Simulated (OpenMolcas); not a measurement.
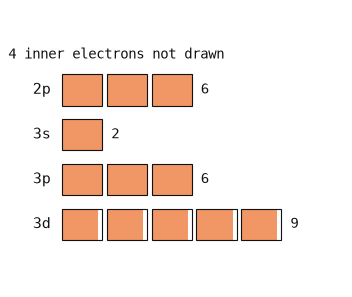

The outer shells of the leading configuration of the lowest level: a box for each of the 2l + 1 orbitals, shaded by the share of the shell that is filled, with the electron count at the right.

**Run report: Cu²⁺ complex, multiconfigurational calculation**

System: Cu²⁺ with 6 ligands (O; octahedron, 2.108 Å), embedded in MgO by model potentials and point charges, whose field is part of the energies.
Method: state-averaged CASSCF, active space 9 electrons in the shell 3d, basis ANO-RCC-VDZP on the metal and ANO-RCC-VDZP on the ligands, DKH2 scalar Hamiltonian, spin-orbit coupling by RASSI with atomic mean-field integrals (OpenMolcas).

## Results in brief

- outcome: converged
- energy of the lowest spin-free term: −2112.38838 hartree
- energy of the lowest spin-orbit level: −2112.38897 hartree
- largest spread among components of a term: 0.0 cm⁻¹
- hardware: 1 thread of Arm Neoverse V1, 24 GiB of memory available, shared host
- wall time: 7.6 s
- peak memory: 0.18 GiB

## Remarks

Without dynamic correlation the splittings between terms come out too large, often by 20 to 50 %. Caveats: orbital doublet at a regular site, Jahn-Teller distortion not allowed for; the geometry is set by hand, with no relaxation.

## Input file
```
&GATEWAY
Basis set
Cu.ANO-RCC-VDZP.
Cu1 0.0 0.0 0.0 Angstrom
End of basis
Basis set
O.ANO-RCC-VDZP.
L1 2.108000 0.000000 0.000000 Angstrom
L2 0.000000 2.108000 0.000000 Angstrom
L3 0.000000 0.000000 2.108000 Angstrom
End of basis
Basis set
Mg.EMB-AIMP.Pascual.10s4p.1s1p.ECP.MgO.
PseudoCharge
* 3 symmetry-unique lattice sites within 7.6 angstrom
End of basis
Basis set
Mg.EMB-AIMP.Pascual.0s.0s.ECP.MgO.
PseudoCharge
* 40 symmetry-unique lattice sites within 7.6 angstrom
End of basis
Basis set
O.EMB-AIMP.Pascual.0s.0s.ECP.MgO.
PseudoCharge
* 55 symmetry-unique lattice sites within 7.6 angstrom
End of basis
Symmetry
XYZ
AngMom=0.0 0.0 0.0
AMFI
RICD
XField
997 Angstrom 0
* Evjen-weighted lattice charges
&SEWARD
&RASSCF
FileOrb=start.orb
Symmetry=1
Spin=2
nActEl=9 0 0
Inactive=18 21
Ras2=5 0
CIRoot=5 5 1
SDav=5
CIMx=300
Iter=150 100
PrWF=0.3
OrbListing=Nothing
MaxOrb=0
LevShft=1.0
>>> COPY $Project.JobIph JOB001
&RASSI
NrOfJobIphs=1 5
1 2 3 4 5
IphNames
JOB001
EJob
SpinOrbit
DIPRint=1.0
SOCoupling=1000.0
Subsets=2
Property=9
'ANGMOM' 1 'ANGMOM' 2 'ANGMOM' 3 'MLTPL  1' 1 'MLTPL  1' 2 'MLTPL  1' 3
'AMFI' 1 'AMFI' 2 'AMFI' 3
SOProperty=3
'ANGMOM' 1 'ANGMOM' 2 'ANGMOM' 3
```

The file start.orb holds starting orbitals from an earlier step. A driver script formed the levels outside the program, from RASSI's spin-orbit matrix and the active-space energies, averaged over the components of each term or state.

Run as:
```bash
OMP_NUM_THREADS=1 MOLCAS_MEM=2457 MOLCAS_PROJECT=a pymolcas a.inp > a.log  # once for each step of the input, in one work folder
```

## Output (extracts)
```
--- SEWARD ---
Basis set label: CU.ANO-RCC...5S4P2D1F.

      Electronic valence basis set:
      ------------------
      Associated Effective Charge  29.000000 au
      Associated Actual Charge     29.000000 au
      Nuclear Model: Point charge

      Shell  nPrim  nBasis  Cartesian Spherical Contaminant
         s      21       5        X
         p      15       4        X
         d      10       2                 X
         f       6       1                 X
                  Relativistic Douglas-Kroll-Hess integrals:
                    - DKH order of Hamiltonian: 2
                    - DKH order of Properties : 0
                  Atomic mean-field integrals
--- RASSCF ---
Wave function specifications:
      -----------------------------

      Number of closed shell electrons          78
      Number of electrons in active shells       9
      Max number of holes in RAS1 space          0
      Max nr of electrons in RAS3 space          0
      Number of inactive orbitals               39
      Number of active orbitals                  5
      Number of secondary orbitals              98
      Spin quantum number                      0.5
      State symmetry                             1
Orbital specifications:
      -----------------------

      Symmetry species                           1   2
                                                ag  au
      Frozen orbitals                            0   0
      Inactive orbitals                         18  21
      Active orbitals                            5   0
      RAS1 orbitals                              0   0
      RAS2 orbitals                              5   0
      RAS3 orbitals                              0   0
      Secondary orbitals                        46  52
      Deleted orbitals                           0   0
      Number of basis functions                 69  73
      Number of CSFs                             5
      Number of root(s) required                 5
      Iter CI   SX   CI       RASSCF       Energy    max ROT     max BLB   max BLB  Level Ln srch  Step   QN
          iter iter root      energy       change     param      element    value   shift minimum  type update
 Nr of preliminary CI iterations:   1
      Total energies have been shifted. Add                -2000.00 au
        1   1   10    0  -110.53794949    0.00E+00  -6.45E-02   16  50 1 -5.08E-01*  1.66   0.00    SX    NO
        2   1   11    0  -111.96047131   -1.42E+00* -5.19E-02   11  41 1 -2.15E-01*  1.31   0.00    SX    NO
        3   1   10    0  -112.29552878   -3.35E-01* -3.63E-02    9  22 2  1.07E-01*  1.20   0.00    SX    NO
        4   1   10    0  -112.34350671   -4.80E-02* -1.70E-02   21  24 2  6.06E-02*  1.15   0.00    SX    NO
        5   1   10    0  -112.35784950   -1.43E-02* -2.19E-02   21  24 2  3.89E-02*  1.13   2.50    LS   YES
        6   1    9    0  -112.36619755   -8.35E-03*  6.66E-03    4  32 2 -1.59E-02*  1.11   1.23    QN   YES
        7   1    9    0  -112.36804809   -1.85E-03* -4.81E-03    8  50 1 -6.08E-03*  1.10   1.50    QN   YES
        8   1    8    0  -112.36862892   -5.81E-04*  2.47E-03   20  26 1  3.04E-03*  1.10   1.15    QN   YES
        9   1    8    0  -112.36869356   -6.46E-05*  1.11E-03    4  32 2  2.27E-03*  1.10   1.11    QN   YES
       10   1    7    0  -112.36870228   -8.72E-06* -1.94E-04   21  62 2  3.33E-04*  1.10   1.18    QN   YES
       11   1    6    0  -112.36870330   -1.02E-06* -5.48E-05   10  23 2  1.31E-04*  1.10   1.28    QN   YES
       12   1    6    0  -112.36870345   -1.48E-07*  2.14E-05    6  66 1 -4.88E-05   1.10   1.22    QN   YES
       13   1    5    0  -112.36870346   -1.97E-08*  1.35E-05   18  58 1 -1.86E-05   1.10   1.25    QN   YES
       14   1    4    0  -112.36870347   -3.11E-09   5.64E-06   21  65 2  5.15E-06   1.10   1.22    QN   YES
      Convergence after 14 iterations
       15   1    4    0  -112.36870347   -2.26E-10   5.64E-06    9  70 2  2.16E-06   1.10   1.22    QN   YES
      Natural orbitals and occupation numbers for root  1
      sym 1:   2.000000   2.000000   1.000000   2.000000   2.000000
      Natural orbitals and occupation numbers for root  2
      sym 1:   2.000000   2.000000   2.000000   2.000000   1.000000
      Natural orbitals and occupation numbers for root  3
      sym 1:   2.000000   1.000000   2.000000   2.000000   2.000000
::    RASSCF root number  1 Total energy:  -2112.38837962
::    RASSCF root number  2 Total energy:  -2112.38837962
::    RASSCF root number  3 Total energy:  -2112.35558603
::    RASSCF root number  4 Total energy:  -2112.35558603
::    RASSCF root number  5 Total energy:  -2112.35558603
--- RASSI ---
SPIN-FREE ENERGIES:
  (Shifted by EMIN (a.u.) =      -2112.3883796206)

 SF State       Relative EMIN(au)   Rel lowest level(eV)    D:o, cm**(-1)

     1             0.0000000000        0.0000000000              0.0000
     2             0.0000000000        0.0000000000              0.0000
     3             0.0327935874        0.8923589730           7197.3605
     4             0.0327935874        0.8923589730           7197.3605
     5             0.0327935874        0.8923589730           7197.3605
     Dipole printing threshold changed to   1.00000000E+00
Eigenvalues of complex Hamiltonian:
   -----------------------------------
  (Shifted by EMIN (a.u.) =      -2112.3883796206)

 SO State       Relative EMIN(au)   Rel lowest level(eV)    D:o, cm**(-1)

     1            -0.0005897383        0.0000000000              0.0000
     2            -0.0005897383        0.0000000000              0.0000
     3            -0.0005897383        0.0000000000              0.0000
     4            -0.0005897383        0.0000000000              0.0000
     5             0.0291059436        0.8080606720           6517.4489
     6             0.0291059436        0.8080606720           6517.4489
     7             0.0352271476        0.9746271184           7860.8978
     8             0.0352271476        0.9746271184           7860.8978
     9             0.0352271476        0.9746271184           7860.8978
    10             0.0352271476        0.9746271184           7860.8978
Weights of the five most important spin-orbit-free states for each spin-orbit state.

 SO State  Total energy (au)           Spin-free states, spin, and weights
 -------------------------------------------------------------------------------------------------------
    1        -0.000590       2 0.5  0.8601    1 0.5  0.1234    5 0.5  0.0109    3 0.5  0.0034    4 0.5  0.0021
    2        -0.000590       2 0.5  0.8601    1 0.5  0.1234    5 0.5  0.0109    3 0.5  0.0034    4 0.5  0.0021
    3        -0.000590       1 0.5  0.8601    2 0.5  0.1234    4 0.5  0.0089    3 0.5  0.0076    5 0.5  0.0001
    4        -0.000590       1 0.5  0.8601    2 0.5  0.1234    4 0.5  0.0089    3 0.5  0.0076    5 0.5  0.0001
    5         0.029106       3 0.5  0.3333    4 0.5  0.3333    5 0.5  0.3333    1 0.5  0.0000    2 0.5  0.0000
    6         0.029106       3 0.5  0.3333    4 0.5  0.3333    5 0.5  0.3333    1 0.5  0.0000    2 0.5  0.0000
    7         0.035227       5 0.5  0.6557    3 0.5  0.1661    4 0.5  0.1618    2 0.5  0.0151    1 0.5  0.0014
    8         0.035227       4 0.5  0.4939    3 0.5  0.4896    1 0.5  0.0151    2 0.5  0.0014    5 0.5  0.0000
    9         0.035227       5 0.5  0.6557    3 0.5  0.1661    4 0.5  0.1618    2 0.5  0.0151    1 0.5  0.0014
   10         0.035227       4 0.5  0.4939    3 0.5  0.4896    1 0.5  0.0151    2 0.5  0.0014    5 0.5  0.0000
 -------------------------------------------------------------------------------------------------------
```

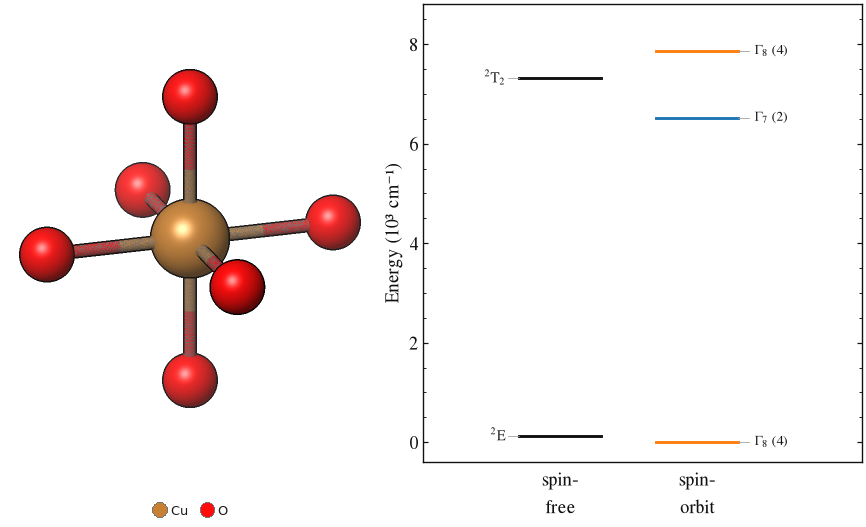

Cu²⁺ (3d⁹) as a dopant in MgO, a cluster with its 6 nearest O²⁻ at 2.108 Å (octahedron) embedded in model potentials and point charges; the geometry was set, not optimised, and its levels. Labels give the representation in O, Td, D4 or D3 as the site allows (double group for half-integer spin) where it could be assigned and, in brackets, the degeneracy; spin-free states, where drawn, share the zero of the spin-orbit levels. The ground level is Γ₈, 4-fold degenerate, 100 % from states of spin multiplicity 2. The next level lies at 6,520 cm⁻¹ (Γ₇). The lowest spin-free state is ²E, from the free-ion D term; of the same spin there follows at 7,200 cm⁻¹ (²T₂) above it. A ligand-field fit to the spin-free states gives |10Dq| = 7,200 cm⁻¹. The active orbitals hold 93 to 98 % metal character (Löwdin), and the Mulliken charge of the metal is +1.13.
